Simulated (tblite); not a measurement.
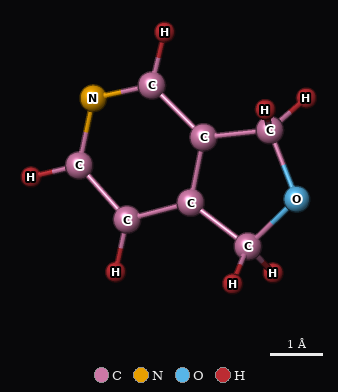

Starting structure of C7H7NO (charge −1, multiplicity 2). A ball-and-stick model, seen at a tilt.

Theory: tblite 0.8.0, GFN2-xTB geometry optimisation, gas phase.

```xyz
16

C     1.3218   -1.1030    0.1193
C     2.3467   -0.1817    0.5266
N     2.0724    1.1470    0.7093
C     0.8413    1.5473    0.4704
C    -0.2634    0.6732    0.0631
C    -0.0132   -0.6164   -0.1166
C    -1.2336   -1.3121   -0.5410
O    -2.2492   -0.2793   -0.5962
C    -1.6583    0.9840   -0.2276
H     1.5475   -2.1493   -0.0053
H     3.3606   -0.5286    0.7195
H     0.5903    2.6026    0.6115
H    -1.1434   -1.7642   -1.5193
H    -1.5503   -2.0735    0.1812
H    -2.1968    1.3817    0.6483
H    -1.7800    1.6813   -1.0546
```

Question: What does the optimiser find from here?

Answer: The energy falls by 0.523 eV in 20 geometry steps. C5 moves most after the best rigid fit: 0.082 Å. By element the largest moves are C 0.082 Å, H 0.065 Å, O 0.028 Å, N 0.019 Å. Some distances before and after: C4–C5 1.466 → 1.357 Å, C5–C6 1.326 → 1.413 Å, C1–C2 1.437 → 1.363 Å, N3–C4 1.316 → 1.389 Å. Bond angles that change, for instance: C5–C4–H12 116.0° → 122.4°, C1–C2–N3 121.1° → 127.2°, N3–C2–H11 118.2° → 113.3°. Cost: 0.14 s on 1 thread of Arm Neoverse V1, with other jobs on the host.

Step by step:

```json
{"step": "0", "E − E(0), eV": "0.0000"}
{"step": "1", "E − E(0), eV": "-0.3209"}
{"step": "2", "E − E(0), eV": "-0.3016"}
{"step": "3", "E − E(0), eV": "-0.4730"}
{"step": "4", "E − E(0), eV": "-0.4917"}
{"step": "5", "E − E(0), eV": "-0.5096"}
{"step": "6", "E − E(0), eV": "-0.5159"}
{"step": "7", "E − E(0), eV": "-0.5204"}
{"step": "8", "E − E(0), eV": "-0.5210"}
{"step": "9", "E − E(0), eV": "-0.5218"}
{"step": "10", "E − E(0), eV": "-0.5224"}
{"step": "11", "E − E(0), eV": "-0.5227"}
{"step": "12", "E − E(0), eV": "-0.5229"}
{"step": "13", "E − E(0), eV": "-0.5231"}
{"step": "14", "E − E(0), eV": "-0.5232"}
{"step": "15", "E − E(0), eV": "-0.5232"}
{"step": "16", "E − E(0), eV": "-0.5233"}
{"step": "17", "E − E(0), eV": "-0.5233"}
{"step": "18", "E − E(0), eV": "-0.5233"}
{"step": "19", "E − E(0), eV": "-0.5233"}
{"step": "20", "E − E(0), eV": "-0.5234"}
```

The structure at the end:

```xyz
16

C     1.3562   -1.1175    0.1271
C     2.2821   -0.1957    0.5158
N     2.0871    1.1360    0.7063
C     0.7876    1.5673    0.4702
C    -0.2069    0.7304    0.0796
C     0.0265   -0.6495   -0.1116
C    -1.2337   -1.3100   -0.5345
O    -2.2229   -0.2755   -0.5867
C    -1.6536    0.9832   -0.2237
H     1.6100   -2.1655    0.0025
H     3.3088   -0.5129    0.7076
H     0.6260    2.6319    0.6230
H    -1.1802   -1.7866   -1.5371
H    -1.5912   -2.0936    0.1681
H    -2.2073    1.3804    0.6440
H    -1.7963    1.6865   -1.0619
```

The end point in the same view:

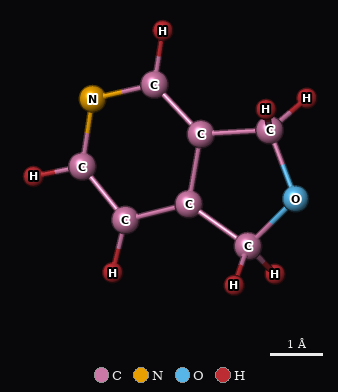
